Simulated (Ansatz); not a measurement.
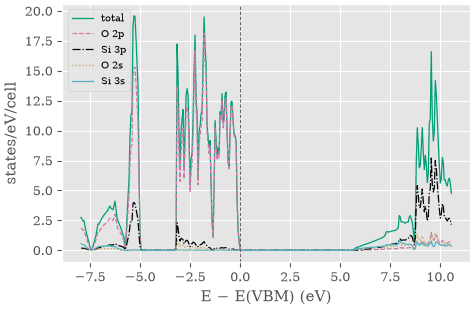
Figure: Total and projected density of states of SiO₂ in space group P4_12_12 (No. 92; Si on 4a, O on 8b), PBEsol (plane waves, PAW; program Ansatz)

**Question.** Which orbitals carry the states next to the gap?

**Answer.** Top 1 eV of the valence band: O 2p 97 %. Bottom 1 eV of the conduction band: Si 3s 42 %, O 2s 20 %, Si 3p 15 %, outside the projected shells 18 %. Projections are on Löwdin-orthogonalised atomic valence shells; empty p or d shells of many metals are not among them.

**Question.** Where is the tallest occupied peak in this window, and what makes it?

**Answer.** Near -5.3 eV, about 20 states/eV per cell; the largest projected share is O 2p.

The cell was relaxed with PBEsol under the symmetry of its start; of distortions, only those at the zone centre were tested.

Potentials: the later of the program's two PAW sets.
